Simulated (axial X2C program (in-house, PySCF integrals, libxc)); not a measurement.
Relativistic diatomic calculation, with input and output: PbBr⁺

- system: PbBr⁺, single determinant with M_S = 0 and |Λ| = 0.
- method: PBE0, spin-free X2C-1e, Pb dyall-cv3z, Br dyall-cv3z (cores contracted) (axial X2C program (in-house, PySCF integrals, libxc))

**The input**
```
{"zs": [82, 35], "q": 1, "bas": ["dyall-cv3z", "dyall-cv3z"], "levels": ["PBE0", "HF", "PBE"], "cc": true, "r0": 2.58, "thr": -1.0, "nmax": 90, "npts": 10, "nst": 2, "ntry": 6}
```

The line is the task of a batch: nuclear charges, charge, bases, the levels to run, a first guess of the distance and further settings. This report covers PBE0 without spin-orbit coupling. The log is that of the reference distance 2.484 Å, started from orbitals converged before.

Hardware: 1 thread of Arm Neoverse V1, 24 GiB of memory available, shared host.

Launched within a batch (the task file carries these settings):
```bash
python <driver script> task.json out
```

**Output**
```
spin-free X2C-1e  PBE0
basis functions 264  fitting functions 1435  grid points 5801
iter        total energy     max residual
   1     -23491.865704591     1.15e-06
   2     -23491.865704591     2.67e-06
converged
one-electron -33389.13410825  Coulomb 9773.28454788  exact exchange -120.00350291  xc functional -367.42109355  nuclear repulsion 611.40845223
```

**The points of the curve**

| R (Å) | E (hartree) | dipole (D; origin at the first atom, positive when the second is positive) | highest filled (eV) | lowest empty (eV) |
| --- | --- | --- | --- | --- |
| 2.161 | −23491.823563 | 1.51 | −14.40 | −8.24 |
| 2.260 | −23491.848296 | 1.04 | −14.45 | −8.38 |
| 2.335 | −23491.858824 | 0.69 | −14.45 | −8.48 |
| 2.409 | −23491.864214 | 0.34 | −14.18 | −8.58 |
| 2.484 | −23491.865705 | 0.00 | −13.92 | −8.68 |
| 2.571 | −23491.863771 | −0.38 | −13.64 | −8.80 |
| 2.658 | −23491.858973 | −0.74 | −13.38 | −8.91 |
| 2.770 | −23491.849982 | −1.18 | −13.08 | −9.05 |
| 2.906 | −23491.836455 | −1.67 | −12.75 | −9.20 |
| 3.105 | −23491.814772 | −2.29 | −12.34 | −9.39 |

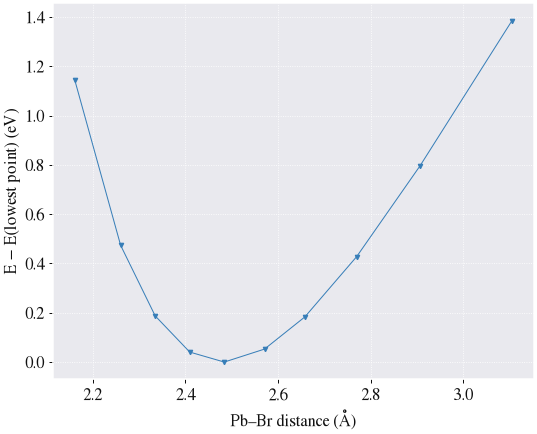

Fig. 1: Energy at 10 bond lengths, for one set of occupations held fixed; the line joins the points. A polynomial of degree 6 through 9 points gives rₑ = 2.481 Å, ωₑ = 262.9 cm⁻¹, ωₑxₑ = 0.43 cm⁻¹ and Bₑ = 0.04788 cm⁻¹. The minimum lies 3.67 eV below Pb⁺ + Br, each computed as one determinant at the same level.

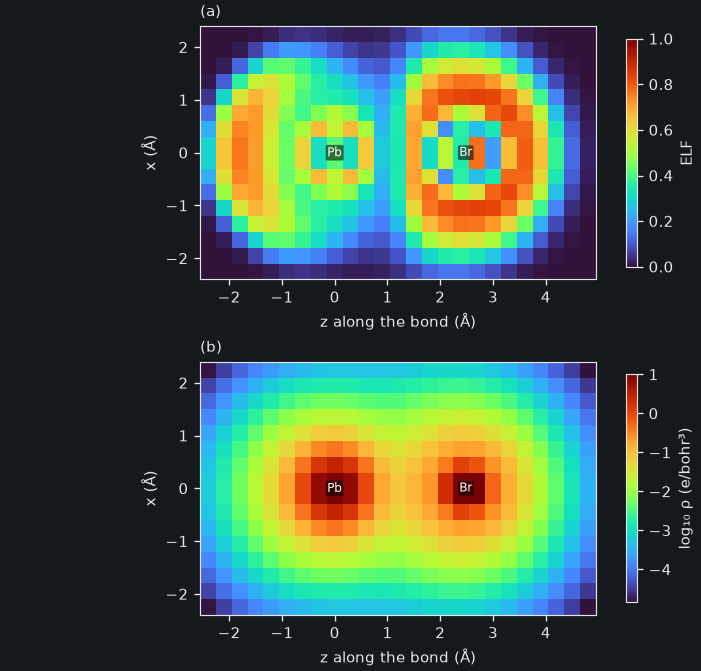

Fig. 2: (a) electron localisation function; (b) electron density on a logarithmic scale, in a plane that holds the axis, at 2.48 Å, on points 0.3 Å apart (one half computed, the other mirrored); the structure near the nuclei is finer than these points.

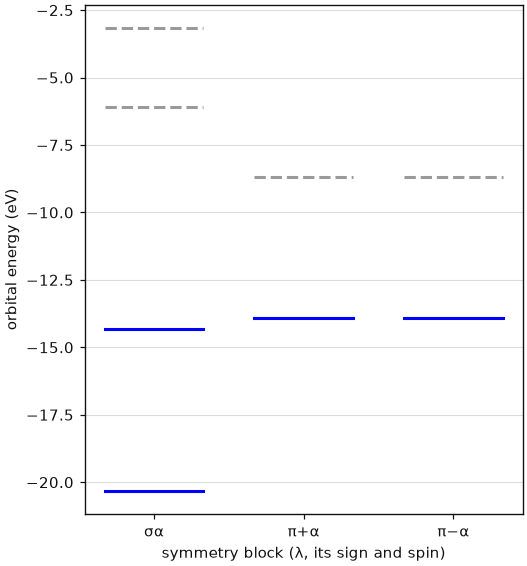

Fig. 3: Orbital energies near the frontier at 2.48 Å, filled (solid) and empty (dashed); a label such as π−α means λ = −1 and α spin, and the β levels equal the α ones. The highest filled orbital (π+α; 86 % Br p, 9 % Pb p) lies at −13.92 eV, the lowest empty one (π+α; 88 % Pb p, 8 % Br p) at −8.68 eV.

**Results in brief**

```
                 quantity                 value
                  outcome             converged
           bond length rₑ               2.481 Å
                       ωₑ            262.9 cm⁻¹
    energy at the minimum  −23491.86571 hartree
depth below the fragments               3.67 eV
                wall time                 6.2 s
```
